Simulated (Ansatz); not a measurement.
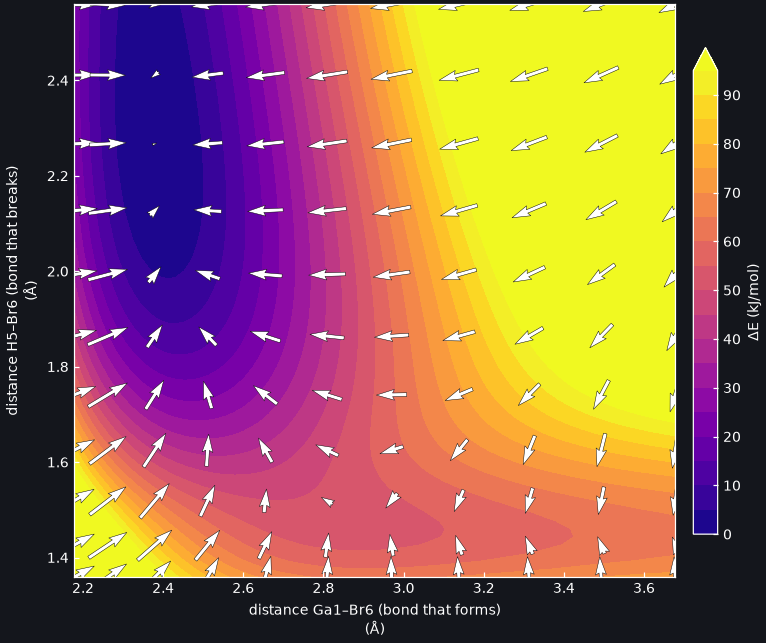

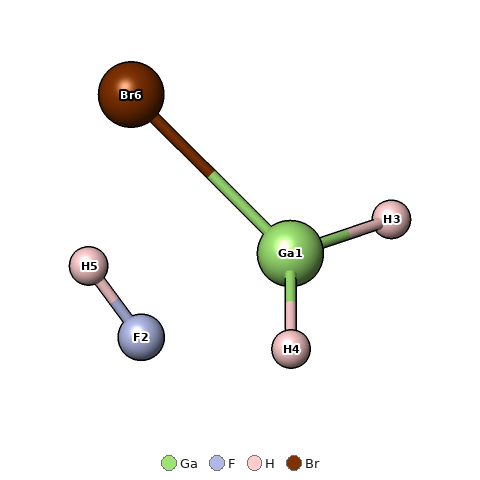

Energy landscape of the reacting system BrFGaH₃ (fragments FGaH₂ + BrH where the first distance is long, BrGaH₂ + FH where the second is long). The first coordinate is: distance Ga1–Br6 (bond that forms); the second: distance H5–Br6 (bond that breaks). Relaxed at each point: all other coordinates. Grid: 11 × 11 points. Points are written as (first, second). All energies are given in kJ/mol relative to the lowest grid point. The reference is spin-restricted, so regions where a bond is pulled apart into radicals lie too high. These are results of RKS PBE0-D4/def2-SVP in Ansatz, not measurements.

In the figure: filled contours, arrows along the force (downhill), their lengths compressed, one colour for all values above the top of the scale. Between grid points the surface is interpolated. The second picture is the structure at the lowest point.

Question: What does the map say about the system?

Answer: The lowest grid point is at (2.379 Å, 2.267 Å). It is the only kind of minimum in the scanned range. The highest grid point, (3.678 Å, 2.559 Å), lies 192 kJ/mol above the lowest.

The input of one point:

```yaml
crystal:
  periodic: [false, false, false]
  atoms:
    - { symbol: Ga, position_ang: [-0.415063, -0.566002, -0.332636] }
    - { symbol: F, position_ang: [0.890759, 1.18085, -0.408737] }
    - { symbol: H, position_ang: [0.536441, -1.680089, -0.852793] }
    - { symbol: H, position_ang: [-1.736744, 0.01768, -0.906685] }
    - { symbol: H, position_ang: [0.885253, 1.198707, 0.504907] }
    - { symbol: Br, position_ang: [-0.160545, -0.151146, 1.996045] }
basis:
  gaussian: { orbitals: def2-SVP }
hamiltonian:
  xc: pbe0
  dispersion: d4
output:
  forces: true
relax:
  f_tol: 0.02
  max_steps: 50
  escape_saddle: false
  constraints: [{ distance: [0, 5] }, { distance: [4, 5] }]
scf:
  lower_state_search: "off"
```

Each point was launched as `ansatz run input.yaml --threads 1 --pin off --max-ram 2560MiB --backend cpu --events-out ev --progress --plain --runs-dir out`. Time for the 121 points that were run: 19 min on 1 thread of Intel(R) Xeon(R) 6975P-C (Granite Rapids), with other jobs on the host.
